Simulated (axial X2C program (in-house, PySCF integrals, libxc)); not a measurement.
**Relativistic diatomic calculation for NaBe**

- system: NaBe, single determinant with Ω = 3/2 (not the lowest found).
- method: PBE0, two-component X2C with atomic mean-field Coulomb and Gaunt terms, Na dyall-cv3z, Be dyall-cv3z (cores contracted) (axial X2C program (in-house, PySCF integrals, libxc))

The input:
```
{"zs": [11, 4], "q": 0, "bas": ["dyall-cv3z", "dyall-cv3z"], "levels": ["PBE0", "HF", "TPSS"], "cc": true, "r0": 2.57, "thr": -2.0, "nmax": 90, "npts": 10, "nst": 2, "ntry": 6}
```

The line is the task of a batch: nuclear charges, charge, bases, the levels to run, a first guess of the distance and further settings. This report covers PBE0 with spin-orbit coupling. The log is that of the reference distance 2.896 Å, started from orbitals converged before.

Hardware: 1 CPU thread, shared host.

Launched within a batch (the task file carries these settings):
```bash
python <driver script> task.json out
```

The program's output:
```
two-component X2C + atomic mean field  PBE0
basis functions 126  fitting functions 573  grid points 4365
iter        total energy     max residual
   1       -176.994572121     8.11e-06
   2       -176.994572122     8.11e-06
converged
one-electron -262.90354859  Coulomb 94.98565129  exact exchange -4.17238129  xc functional -12.92891393  nuclear repulsion 8.03998525  atomic mean-field constant -0.01536485
```

The points of the curve:

| R (Å) | E (hartree) | dipole (D; origin at the first atom, positive when the second is positive) | highest filled (eV) | lowest empty (eV) |
| --- | --- | --- | --- | --- |
| 2.519 | −177.000066 | −5.67 | −2.68 | −2.08 |
| 2.635 | −176.999456 | −5.98 | −2.62 | −2.15 |
| 2.722 | −176.998268 | −6.22 | −2.57 | −2.21 |
| 2.809 | −176.996602 | −6.45 | −2.53 | −2.27 |
| 2.896 | −176.994572 | −6.68 | −2.50 | −2.32 |
| 2.997 | −176.991862 | −6.94 | −2.46 | −2.39 |
| 3.099 | −176.988899 | −7.19 | −2.42 | −2.46 |
| 3.229 | −176.984866 | −7.47 | −2.37 | −2.55 |
| 3.388 | −176.979809 | −7.70 | −2.33 | −2.68 |

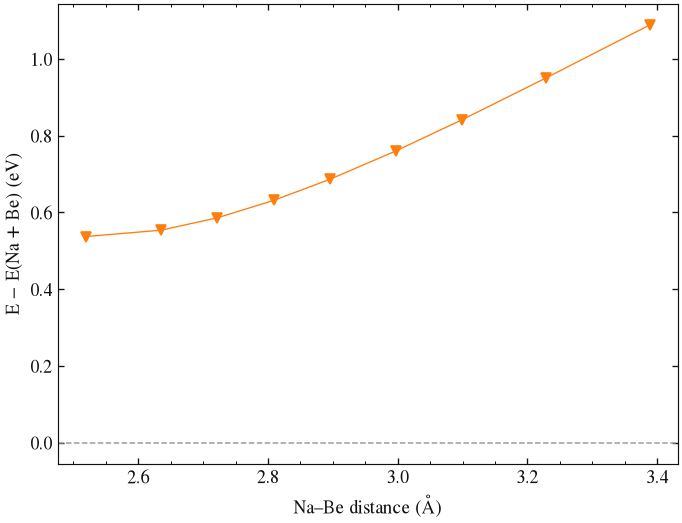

Fig. 1: Energy at 9 bond lengths, for one set of occupations held fixed; the line joins the points. The lowest point is at 2.52 Å, the end of the range, so no minimum is bracketed. The whole curve lies above Na + Be, so the molecule isn't bound against them at this level.

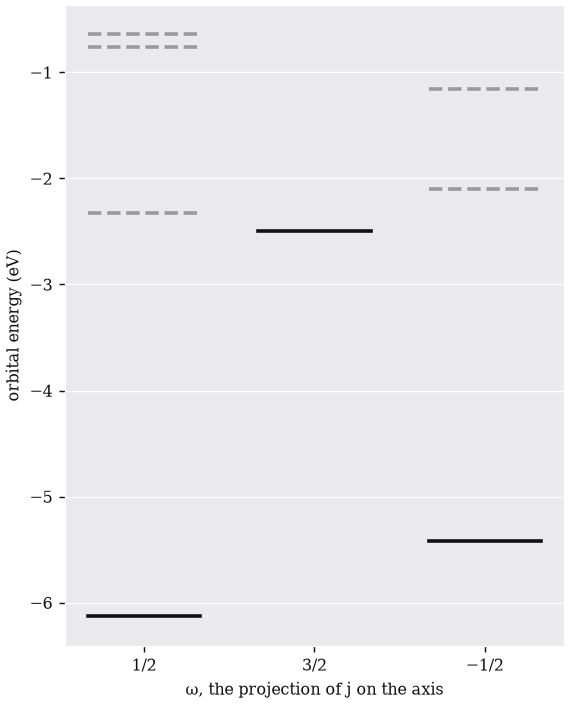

Fig. 2: Orbital energies near the frontier at 2.90 Å, filled (solid) and empty (dashed). The highest filled spinor (3/2; 73 % Be p, 23 % Na p) lies at −2.50 eV, the lowest empty one (1/2; 54 % Na s, 28 % Be p) at −2.32 eV.

Key numbers:

```tsv
quantity	value
outcome	converged
wall time	1.8 s
```

Notes:

Limits: 9 of the 10 points asked for were kept; at some distances an empty level lies below a filled one, since the occupations are held fixed.
